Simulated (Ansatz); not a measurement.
BH$_{4}$OF: several calculations on one system

**1. Relaxation**

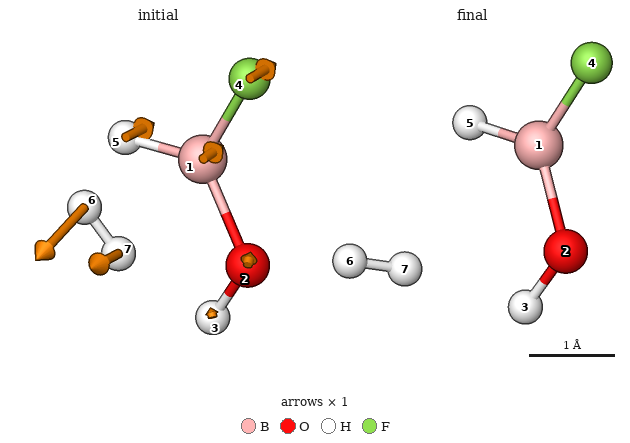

The structure of BH4OF before (left) and after (right) a relaxation, at one scale. The orange arrows give the displacements, at their true length.

The picture is a ball-and-stick view, seen from a free direction.

The run prepares an end point of a later path (reaction) calculation, from a guessed geometry.

Theory: RHF/6-31G* (Ansatz). Settings: no spin polarisation; force threshold 0.03 eV/Å; at most 50 steps.

Describe what moved and what it gained.

H6 moves most after the best rigid fit: 1.19 Å. Largest moves by element: H 1.19 Å, F 0.59 Å, B 0.48 Å, O 0.22 Å. Some distances before and after: H6–H7 0.699 → 0.730 Å, B1–O2 1.370 → 1.340 Å, B1–F4 1.309 → 1.314 Å. Over 15 accepted moves (19 points after the start) the energy falls by 28.2 kJ/mol. Largest force component: 1.1 eV/Å at the start, 0.026 eV/Å at the end. The line search rejected the trial steps at points 6, 8, 11, 18 of the run. The forces were under the threshold at step 7, but the run went on from there.

Limits of the set-up: the start holds two separate molecules, 2.2 Å apart at their closest, whose relative position is a soft coordinate and is computed without a dispersion correction; Hartree-Fock leaves out electron correlation.

**2. Relaxation**

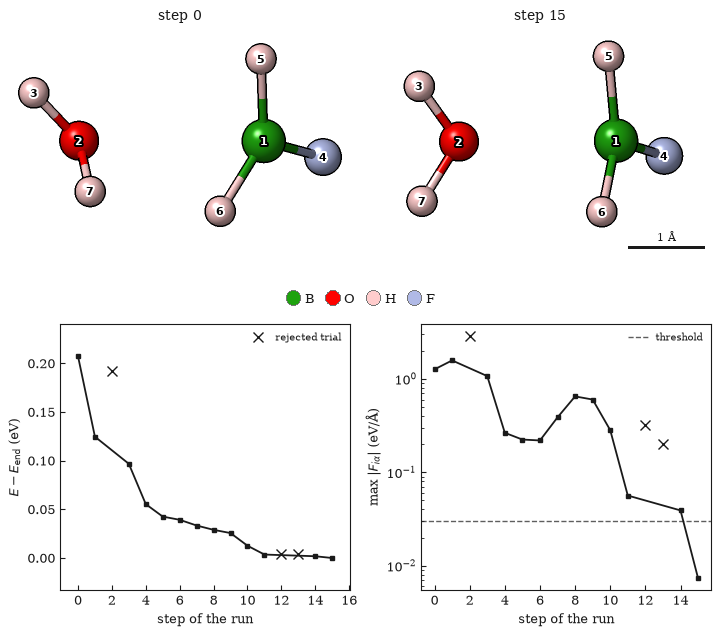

First and last geometry of a relaxation of BH$_{4}$OF, with the history of the run. The picture is a ball-and-stick view, seen face on.

The run prepares an end point of a later path (reaction) calculation, from a guessed geometry.

These are results of RHF/6-31G* (Ansatz 0.2.0), not measurements. Set-up: no spin polarisation; force threshold 0.03 eV/Å; at most 50 steps.

Q: What do the curves and the structures tell?

A: It converged. H7 moves most after the best rigid fit: 0.52 Å. Largest moves by element: H 0.52 Å, O 0.30 Å, F 0.26 Å, B 0.10 Å. Some distances before and after: B1–O2 2.607 → 2.220 Å, O2–H7 0.971 → 0.949 Å, B1–F4 1.314 → 1.324 Å. Over 12 accepted moves (15 points after the start) the energy falls by 0.208 eV. The largest force component goes from 1.3 to 0.0074 eV/Å. The line search rejected the trial steps at points 2, 12, 13 of the run. Cost: 19 s on 1 thread of Arm Neoverse N1, with other jobs on the host, peak memory 0.11 GiB.

```
step  E − E(0), eV  largest force component, eV/Å      note
   0        0.0000                         1.2632          
   1       -0.0829                         1.5737          
   2       -0.0149                         2.8815  rejected
   3       -0.1107                         1.0695          
   4       -0.1522                         0.2646          
   5       -0.1650                         0.2239          
   6       -0.1683                         0.2190          
   7       -0.1742                         0.3870          
   8       -0.1786                         0.6486          
   9       -0.1819                         0.6001          
  10       -0.1949                         0.2824          
  11       -0.2040                         0.0564          
  12       -0.2039                         0.3207  rejected
  13       -0.2039                         0.2006  rejected
  14       -0.2058                         0.0391          
  15       -0.2076                         0.0074
```

Limits of the set-up: Hartree-Fock leaves out electron correlation.

**3. Path**

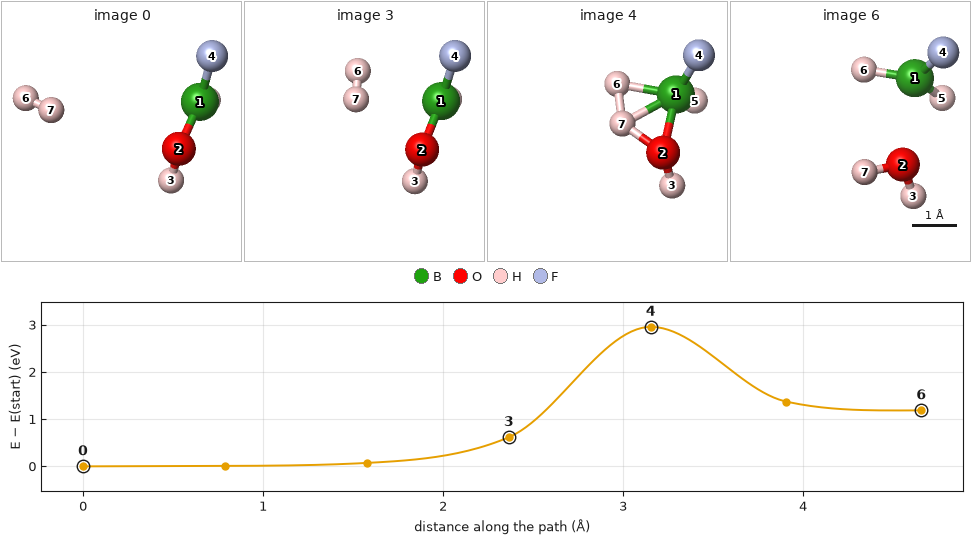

NEB run on BH4OF, made up at the start of BH₂OF and H2. Images are numbered from 0 (start) to 6 (end). The picture is a ball-and-stick view, seen face on.

Method: Ansatz, RHF/6-31G*. Run with 5 movable images; climbing image; force threshold 0.03 eV/Å; iteration limit 60; starting path through a guess of the saddle point.

Read off the barrier and say what moves.

The highest point, image 4, lies 2.96 eV above the start and 1.77 eV above the end; the end is at +1.19 eV relative to the start. Breaking: B1–O2 (1.34 → 1.55 at the top → 2.22 Å), H6–H7 (0.73 → 1.02 at the top → 2.71 Å). Forming: B1–H6 (4.02 → 1.37 at the top → 1.19 Å), O2–H7 (3.07 → 1.22 at the top → 0.95 Å). The band converged in 15 iterations. The largest component of the band force went from 5.6 to 0.03 eV/Å. The climbing image converged on the top of the path. Its vibrational analysis gives one imaginary mode (2034i cm⁻¹), as a transition state must have.

Limits of the set-up: the start holds two separate molecules, 3.1 Å apart at their closest, whose relative position is a soft coordinate and is computed without a dispersion correction; Hartree-Fock leaves out electron correlation.
